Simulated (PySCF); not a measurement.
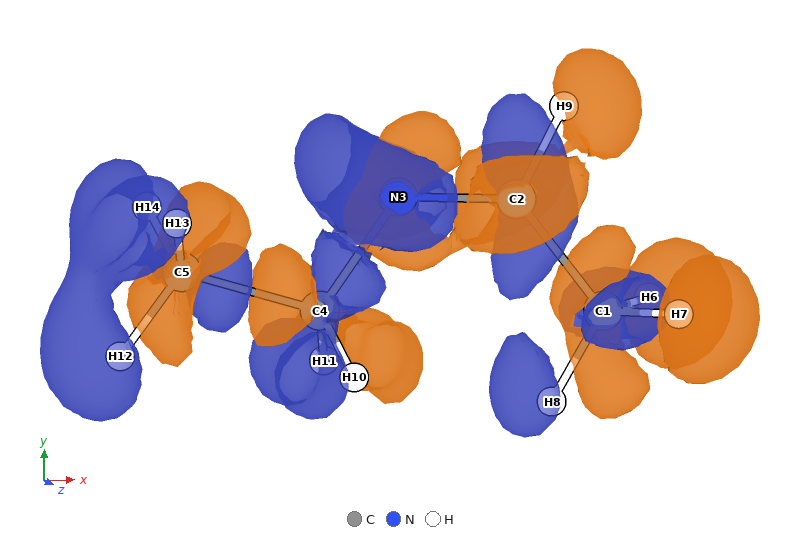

*C₄H₉N, SMILES `C/C=N\CC`. Change of the electron density in a uniform field of 0.51 V/Å, surfaces at ±0.005 e/Å³ (orange: gain, blue: loss).*

PySCF calculation, BLYP/def2-TZVP, gas phase; geometry: GFN2-xTB. No frequency check shows the geometry to be a minimum. A basis without diffuse functions makes polarisabilities too small.

Along which Cartesian direction does the field point?

Answer. Along −x: electrons gather on the +x side, against the field.

What dipole is induced, and what polarisability does it imply?

Answer. The induced dipole is 2.03 D (along the field); α along this axis, from the fields in both directions, is 80 bohr³ (11.8 Å³).

Which atoms gain and lose the most charge?

Answer. Electrons gather most on H6 and H7 alike (Hirshfeld charge changes by −0.019 e) and leave N3 most (+0.022 e); 0.168 electrons are displaced in all.

The PySCF run took 90 s on 1 thread of Arm Neoverse V2 (shared host), peak memory 0.71 GiB.
